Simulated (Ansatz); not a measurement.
**(110) slab of zincblende BN, 19.1 Å thick as cut, bare faces**

Aim: relax the faces, then place the frontier levels against the vacuum by PBEsol and HSE06.

All numbers are computed with Ansatz 0.2.0 (PAW, plane waves).

## (1) Starting point

32 atoms (16 B, 16 N); a = 2.550 Å, b = 3.606 Å, c = 32.123 Å, α = 90.00°, β = 90.00°, γ = 90.00°. All atoms were shaken off their sites by about 0.02 Å along each axis.

Plan of the steps: (2) PBEsol relaxation at a 6×4×1 mesh, on 1 × data-centre GPU with 2 threads; (3) HSE06 single point at a 4×3×1 mesh, on 1 × data-centre GPU with 2 threads.

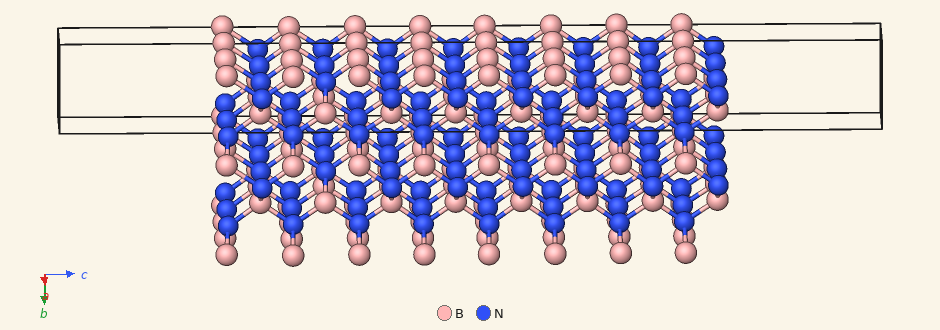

The starting cell, seen from the side, with c running across the picture (boron pink, nitrogen blue). 3×2×1 cells are drawn. Atoms on faces are repeated.

Structure file:

```
B N
1.0
     1.80290   -1.80290    0.00000
     0.00000    0.00000    3.60580
   -22.71412  -22.71412    0.00000
B N
16 16
Cartesian
  -13.6211 -17.2230 3.6021
  -11.7755 -11.7842 0.0094
  -6.4073 -9.9981 0.0014
  -2.7573 -6.3145 3.5910
  -15.4235 -19.0126 3.6046
  -11.8252 -15.4017 0.0185
  -9.9867 -10.0101 0.0042
  -4.5931 -8.1539 0.0321
  -17.2063 -19.0141 1.8002
  -13.6098 -15.4296 1.8245
  -9.9945 -11.7714 1.8261
  -6.3838 -8.1793 1.8325
  -15.4229 -17.2307 1.8256
  -11.7674 -13.6237 1.7998
  -8.2345 -9.9821 1.8327
  -4.5958 -6.3741 1.8280
  -16.3395 -19.8914 0.8983
  -12.7107 -16.3051 0.9007
  -9.1198 -12.7164 0.9125
  -7.2791 -7.3504 0.8949
  -14.5131 -18.1055 0.9143
  -12.7131 -12.7275 0.8913
  -9.0895 -9.1034 0.9110
  -5.5036 -5.5271 0.8977
  -16.3340 -18.0572 2.6911
  -12.7016 -14.5210 2.7169
  -9.0983 -10.8896 2.7226
  -5.4836 -7.3022 2.7014
  -14.5044 -16.3026 2.7153
  -10.8924 -12.7207 2.7269
  -7.3054 -9.1245 2.6930
  -3.7057 -5.4903 2.7571
```

## (2) PBEsol relaxation in the fixed cell

Input file in.yaml:

```yaml
crystal:
  lattice:
    - [1.802898, -1.802898, 0.000000]
    - [0.000000, 0.000000, 3.605795]
    - [-22.714121, -22.714121, 0.000000]
  atoms:
    - { symbol: B, position: [0.998917, 0.998970, 0.678963] }
    - { symbol: B, position: [0.002419, 0.002612, 0.518612] }
    - { symbol: B, position: [0.995830, 0.000376, 0.361129] }
    - { symbol: B, position: [0.986510, 0.995887, 0.199695] }
    - { symbol: B, position: [0.995376, 0.999656, 0.758034] }
    - { symbol: B, position: [0.991873, 0.005140, 0.599338] }
    - { symbol: B, position: [0.006489, 0.001165, 0.440185] }
    - { symbol: B, position: [0.987513, 0.008904, 0.280596] }
    - { symbol: B, position: [0.501350, 0.499243, 0.797311] }
    - { symbol: B, position: [0.504686, 0.505995, 0.639238] }
    - { symbol: B, position: [0.492791, 0.506443, 0.479125] }
    - { symbol: B, position: [0.497930, 0.508196, 0.320574] }
    - { symbol: B, position: [0.501362, 0.506300, 0.718797] }
    - { symbol: B, position: [0.514807, 0.499146, 0.558929] }
    - { symbol: B, position: [0.484656, 0.508272, 0.400997] }
    - { symbol: B, position: [0.493166, 0.506968, 0.241478] }
    - { symbol: N, position: [0.985057, 0.249116, 0.797540] }
    - { symbol: N, position: [0.996851, 0.249791, 0.638718] }
    - { symbol: N, position: [0.997449, 0.253077, 0.480675] }
    - { symbol: N, position: [0.019773, 0.248172, 0.322034] }
    - { symbol: N, position: [0.996279, 0.253563, 0.718025] }
    - { symbol: N, position: [0.003992, 0.247172, 0.560018] }
    - { symbol: N, position: [0.003851, 0.252649, 0.400474] }
    - { symbol: N, position: [0.006507, 0.248963, 0.242817] }
    - { symbol: N, position: [0.477912, 0.746333, 0.757044] }
    - { symbol: N, position: [0.504579, 0.753490, 0.599242] }
    - { symbol: N, position: [0.496786, 0.755061, 0.439990] }
    - { symbol: N, position: [0.504356, 0.749180, 0.281451] }
    - { symbol: N, position: [0.498695, 0.753026, 0.678147] }
    - { symbol: N, position: [0.507051, 0.756256, 0.519789] }
    - { symbol: N, position: [0.504469, 0.746865, 0.361667] }
    - { symbol: N, position: [0.494922, 0.764626, 0.202430] }
kpoints:
  mp_grid: { grid: [6, 4, 1] }
hamiltonian:
  xc: pbesol
scf:
  occupations: { method: fermi_dirac, width: 0.01 }
relax:
  f_tol: 0.03
  max_steps: 80
  escape_saddle: false
  adjacent_minimum: "off"
output:
  forces: true
  eigenvalues: true
  populations: true
  write_density: true
  write_potential: true
  elf: true
  volumetric_format: npy
```

Launch:

```sh
ansatz run in.yaml --threads 2 --pin off --max-ram 30400MiB --runs-dir r --events-out ev --progress --plain --backend cuda --devices 0, --max-vram 18GiB
```

The log of the run:

```text
Pseudopotentials: kind: paw
Functional definition: PBEsol
  exchange = pbesol_x
  correlation = pbesol_c
Crystal: 32 atoms, lattice volume = 295.324 Å³
Basis set: ecut = 420 eV, 5807 PW (Γ), exchange–correlation on 36×50×432 points (8 copies of the dense FFT grid, shifted against one another)
Bands: 96, of which v1, the nominal top of the filled ones, is band 64 counted from 1 (63 counted from 0)
Symmetry: 1 space group operations
Space group: P1 (ITA 1), of the structure as read, at distance tolerance 6.7e-5 Å
k-points: 14 of 24 (time reversal used)
Non-local potential: B, projectors of the file, l = 0: 2, l = 1: 2, l = 2: 1
Non-local potential: N, projectors of the file, l = 0: 2, l = 1: 2, l = 2: 1
PAW form: soft (Blöchl's): semilocal exchange-correlation on the pseudo side does not see the compensation charge
PAW frozen core: B, regenerated for the run's functional, and the local potential with it (the file was generated under x = pbe(κ = 0.804, μ = 0.2195149727645171), c = pbe(β = 0.06672455060314922))
PAW frozen core: N, regenerated for the run's functional, and the local potential with it (the file was generated under x = pbe(κ = 0.804, μ = 0.2195149727645171), c = pbe(β = 0.06672455060314922))
PAW one-centre angular grid: B, 110 points (default); XC on 64 Gauss nodes
PAW one-centre angular grid: N, 110 points (default); XC on 64 Gauss nodes
Initial density: superposition of atomic densities (neutral atoms: chi_scale 0, normalization atom), corrected by the library's trained network
Initial wavefunctions: pseudopotential atomic-orbital guess
Functional: x = pbesol(κ = 0.804, μ = 0.12345679012345678), c = pbesol(β = 0.046)
SCF iter   1: F=—  HF=-8534.920289 eV  |F-HF|=—  |Δ(HF+E_count)|=         —  Δρ=7.56e-3  dr2=2.04e-1  ethr=1.77e-3  ⟨swp⟩=11.9  Hψ=8665  notcnv=0  defer=250
preconditioner: auto → Resta (q_TF=auto, 2.373 Å⁻¹)  ε∞=3.1  [insulator: Δε(μ)=1.477 eV  Ē_g=16.705 eV  σ=0.010 eV  W_gap=1.00  n_scr=58 (ndim 8)  ℏωp=24.4 eV  f_vac=0.317  D(μ)=0.00/eV (n_scr^D=0)  ε∞_Penn≈3.1  vacuum switching on, ρ_ref=2.0e-2 e/Å³]
SCF iter   2: F=—  HF=-8534.869127 eV  |F-HF|=—  |Δ(HF+E_count)|=   5.12e-2  Δρ=2.77e-3  dr2=2.42e-2  ethr=1.59e-4  ⟨swp⟩=3.2  Hψ=2477  notcnv=0  defer=352
SCF iter   3: F=—  HF=-8534.863745 eV  |F-HF|=—  |Δ(HF+E_count)|=   5.38e-3  Δρ=1.12e-3  dr2=2.70e-3  ethr=1.89e-5  ⟨swp⟩=5.6  Hψ=2055  notcnv=0  defer=352
SCF iter   4: F=—  HF=-8534.863711 eV  |F-HF|=—  |Δ(HF+E_count)|=   3.34e-5  Δρ=2.89e-4  dr2=1.70e-4  ethr=2.11e-6  ⟨swp⟩=3.8  Hψ=2658  notcnv=0  defer=362
iter 5 did not close the SCF: its close was put off for the readings that it lacked (scf_convergence_deferred on its scf_iter line)
SCF iter   5: F=-8534.863719 eV  HF=-8534.863727 eV  |F-HF|=8.00e-6  |Δ(HF+E_count)|=   1.60e-5  Δρ=9.51e-5  dr2=2.04e-5  ethr=1.33e-7  ⟨swp⟩=2.8  Hψ=2020  notcnv=0  defer=362
SCF iter   6: F=-8534.863728 eV  HF=-8534.863728 eV  |F-HF|=6.55e-7  |Δ(HF+E_count)|=   8.89e-7  Δρ=2.99e-5  dr2=2.00e-6  ethr=1.60e-8  ⟨swp⟩=36.6  Hψ=20411  notcnv=0
SCF 1 converged in 6 iterations: F = -8534.863728 eV  dr2 = 2.00e-6
  Residual-converged pass: ⟨swp⟩=1.1  Hψ=1404  notcnv=0  max |occ|·‖R‖ = 6.8e-9 eV (tolerance 1.0e-8 eV)  dr2=2.00e-6  dr2_onsite=1.14e-7  max |Δocc| = 1.4e-26
relax step   1: F+E_penalty+E_count = -8534.86372756 eV  Δ(F+E_penalty+E_count) = +0.000e0 eV  max|allowed force component| = 4.822e0 eV/Å  Δτ_max = 0.0000 Å  (6 SCF iters, dr2 threshold 2.25e-5 eV, accepted)
[... 11 lines left out ...]
relax step   2: F+E_penalty+E_count = -8537.01347949 eV  Δ(F+E_penalty+E_count) = -2.150e0 eV  max|allowed force component| = 2.416e0 eV/Å  Δτ_max = 0.1947 Å  (6 SCF iters, dr2 threshold 1.00e-4 eV, accepted)
[... 3 lines left out ...]
relax step   3: F+E_penalty+E_count = -8537.72416760 eV  Δ(F+E_penalty+E_count) = -7.107e-1 eV  max|allowed force component| = 6.734e-1 eV/Å  Δτ_max = 0.1359 Å  (6 SCF iters, dr2 threshold 1.00e-4 eV, accepted)
[... 6 lines left out ...]
relax step   4: F+E_penalty+E_count = -8537.74781147 eV  Δ(F+E_penalty+E_count) = -2.364e-2 eV  max|allowed force component| = 1.229e-1 eV/Å  Δτ_max = 0.0301 Å  (5 SCF iters, dr2 threshold 3.52e-5 eV, accepted)
[... 7 lines left out ...]
relax step   5: F+E_penalty+E_count = -8537.75238093 eV  Δ(F+E_penalty+E_count) = -4.569e-3 eV  max|allowed force component| = 3.504e-2 eV/Å  Δτ_max = 0.0175 Å  (5 SCF iters, dr2 threshold 9.44e-7 eV, accepted)
[... 7 lines left out ...]
relax step   6: F+E_penalty+E_count = -8537.75251633 eV  Δ(F+E_penalty+E_count) = -1.354e-4 eV  max|allowed force component| = 9.512e-3 eV/Å  Δτ_max = 0.0013 Å  (5 SCF iters, accepted)
SCF converged after 5 iterations
Free energy (F): -8537.752516 eV
Harris-Foulkes:  -8537.752516 eV  (|F-HF|=1.82e-11)
Internal energy: -8537.752516 eV  (E = F + TS)
E sigma→0 (E₀):  -8537.752516 eV
Fermi energy:    6.052334 eV
--- Per-component energies (eV) ---
  E_band       = -413.954792
  E_kinetic    = 2957.375614
  E_local      = -118533.542370  (includes V_loc(G=0)·N_el)
  E_nonlocal   = 910.809096
  E_hartree    = 58230.481162
  E_xc         = -1480.626170
  E_vxc        = -1848.004377  (∫ρ·V_xc dr)
  E_paw        = -3177.299502  (= ΣΔE_a)
  E_vpaw       = -361.563739  (= ΣTr[D̂ρ^β])
  E_aug_tail   = 0.001596  (compensation charges beyond the density's cutoff)
  E_ewald      = 52554.363101
  E_core_change = 0.684956  (= ΣΔE_core)
  E_smearing   = -0.000000  (= −TS)
  E_closure    = 0.000000  (closes the sum)
  Σ components = -8537.752516   (vs F -8537.752516, Δ=0.00e0)
--- Forces (eV/Å), atoms counted from 1 ---
  atom   1  B      0.00093869     0.00097528     0.00047356
  atom   2  B     -0.00027026    -0.00030303    -0.00006022
  atom   3  B     -0.00324348    -0.00347262    -0.00136245
  atom   4  B      0.00381060     0.00388201     0.00207233
  atom   5  B     -0.00199008    -0.00189408    -0.00951155
  atom   6  B      0.00139515     0.00148219    -0.00037915
  atom   7  B     -0.00130256    -0.00143980    -0.00016837
  atom   8  B      0.00108205     0.00102862    -0.00290055
  atom   9  B     -0.00318405    -0.00358109     0.00259333
  atom  10  B      0.00295823     0.00298567    -0.00132530
  atom  11  B     -0.00069923    -0.00079892    -0.00015690
  atom  12  B     -0.00092986    -0.00111258     0.00054204
  atom  13  B     -0.00106182    -0.00109821    -0.00271398
  atom  14  B      0.00051961     0.00046579    -0.00014210
  atom  15  B     -0.00204000    -0.00218663    -0.00061026
  atom  16  B      0.00235858     0.00225565    -0.00939554
  atom  17  N     -0.00030147    -0.00019471     0.00579419
  atom  18  N     -0.00100033    -0.00099288    -0.00003219
  atom  19  N      0.00077780     0.00086484     0.00048698
  atom  20  N      0.00183928     0.00211264     0.00508801
  atom  21  N      0.00270769     0.00268573    -0.00125653
  atom  22  N     -0.00009834    -0.00003976     0.00103859
  atom  23  N      0.00181986     0.00200179    -0.00101145
  atom  24  N     -0.00314403    -0.00290501     0.00180399
  atom  25  N      0.00275490     0.00283945     0.00120104
  atom  26  N     -0.00122934    -0.00136173    -0.00049554
  atom  27  N      0.00083508     0.00102371     0.00065437
  atom  28  N     -0.00289907    -0.00282112    -0.00112253
  atom  29  N     -0.00167880    -0.00181353     0.00469415
  atom  30  N      0.00020896     0.00024054     0.00060597
  atom  31  N      0.00114959     0.00139713    -0.00007291
  atom  32  N     -0.00006250    -0.00020442     0.00569557
  max |Σ_I F_I| component: 2.66e-5 eV/Å
--- Band table (eV; the first three rows and the last of 14) ---
  k-point 0: bands = [... 52 lower levels ..., "3.3760", "3.4159", "3.4756", "3.7525", "4.0381", "4.1691", "4.1697", "4.2580", "4.4060", "4.4886", "4.8109", "4.8263", "8.9952", "9.4232", "9.9363", "10.3299", "10.5792", "10.8944", "11.4925", "11.6401", "12.2095", "12.3777", "13.0604", "13.1605", ... 20 higher levels ...]
[... 3 lines left out ...]
--- Relaxed structure (6 steps of the walk, 6 accepted, 0 SCFs on fresh bases) ---
  F+E_penalty+E_count = -8537.75251633 eV   max|allowed force component| = 9.512e-3 eV/Å
  atoms:
    - { symbol: B, position: [0.9985469810818568, 1.0052214032454891, 0.6784565324090448] }
    - { symbol: B, position: [-0.001432298891990147, 0.004825471427666078, 0.5196235850518371] }
[... 30 atoms left out; the next input holds them all, rounded ...]
--- Löwdin populations: 32 sites ---
  site symbol       q [e]
     0      B      2.7045
     1      B      2.7048
     2      B      2.7036
     3      B      2.5186
     4      B      2.6820
     5      B      2.7049
     6      B      2.7047
     7      B      2.7024
     8      B      2.5186
     9      B      2.7036
    10      B      2.7048
    11      B      2.7045
    12      B      2.7024
    13      B      2.7047
    14      B      2.7049
    15      B      2.6820
    16      N      5.3997
    17      N      5.2688
    18      N      5.2682
    19      N      5.2654
    20      N      5.2819
    21      N      5.2682
    22      N      5.2681
    23      N      5.2738
    24      N      5.2738
    25      N      5.2681
    26      N      5.2682
    27      N      5.2819
    28      N      5.2654
    29      N      5.2682
    30      N      5.2688
    31      N      5.3996
  spilling = 0.004382 (of n_electrons = 128.000000)
```

Wall time 20 s (1 × data-centre GPU with 2 threads, shared host); peak host memory 1.2 GiB.

The walk:

```tsv
accepted step	energy change (eV)	largest force component (eV/Å)	SCF cycles
1	0.000	4.822	6
2	-2.150	2.416	6
3	-2.860	0.673	6
4	-2.884	0.123	5
5	-2.889	0.035	5
6	-2.889	0.010	5
```

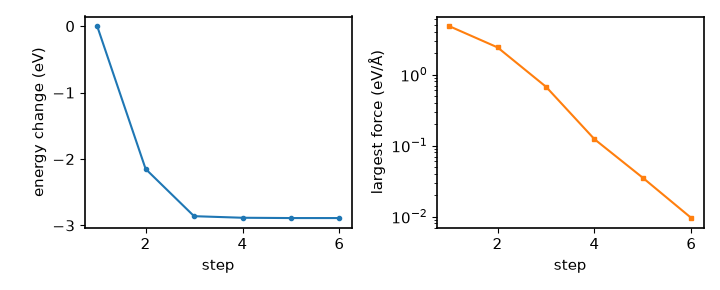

Energy and largest force component along the relaxation.

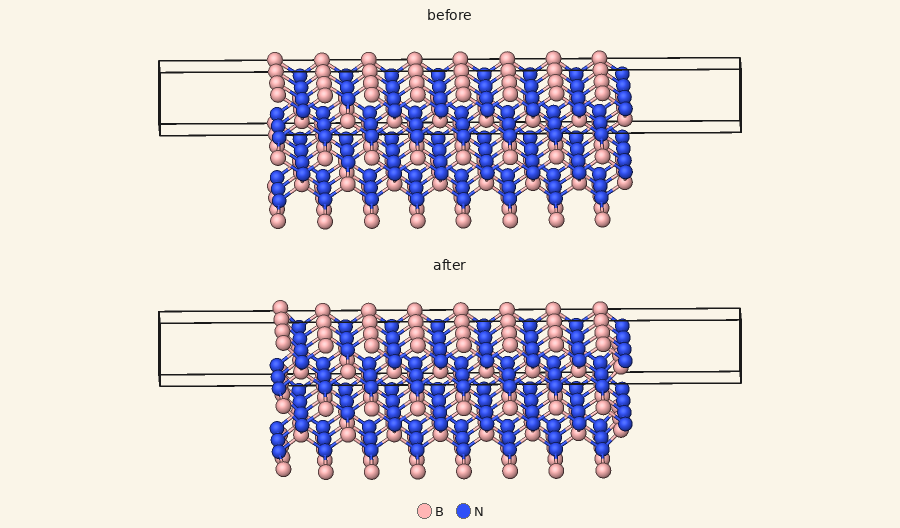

Before and after, at one scale. 3×2×1 cells are drawn.

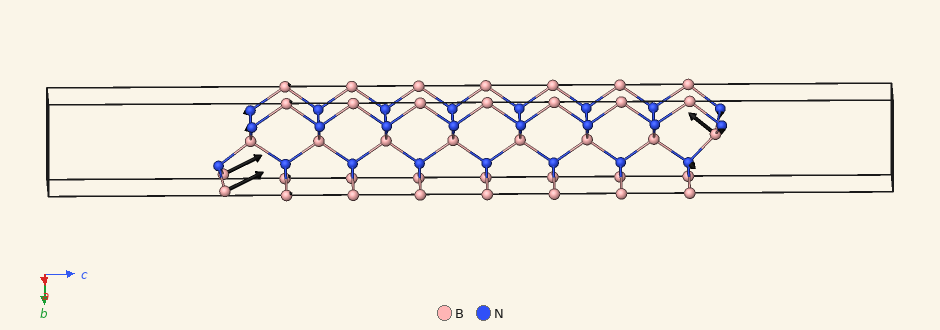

The relaxed cell; black arrows show the larger shifts of the atoms, drawn 5 times longer.

Bond lengths by pair after relaxation (within a distance cut, which drops stretched bonds):

```tsv
pair	count	mean (Å)	spread (Å)	least	most
B–N	62	1.554	0.031	1.454	1.609
```

Top filled level 4.826 eV, lowest empty level 7.283 eV: 2.46 eV apart at a 6×4×1 mesh.

The top filled level lies 6.74 eV and the lowest empty level 4.29 eV below the vacuum level.

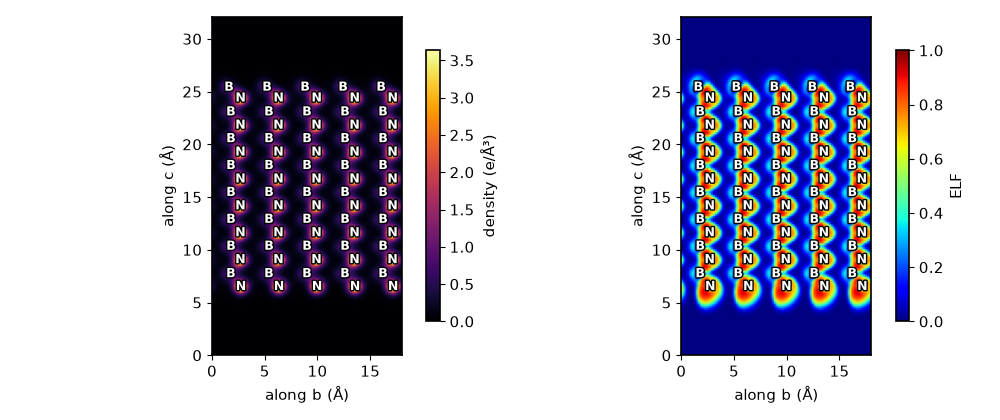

Density (left) and ELF (right) in a lattice plane of the grid's cell (edges 3.61 and 32.12 Å, at 0.499 of the third edge), which holds B and N. Only atoms in the plane are labelled. Both are smooth fields of the valence electrons: close to the nuclei they are not physical.

Maxima of ELF outside the ion cores: 0.93 on the N–B line, 0.7 Å from N; 0.92 beside N, off the lines to its neighbours, 0.7 Å from N.

(Part 1 of 2 ends here.)
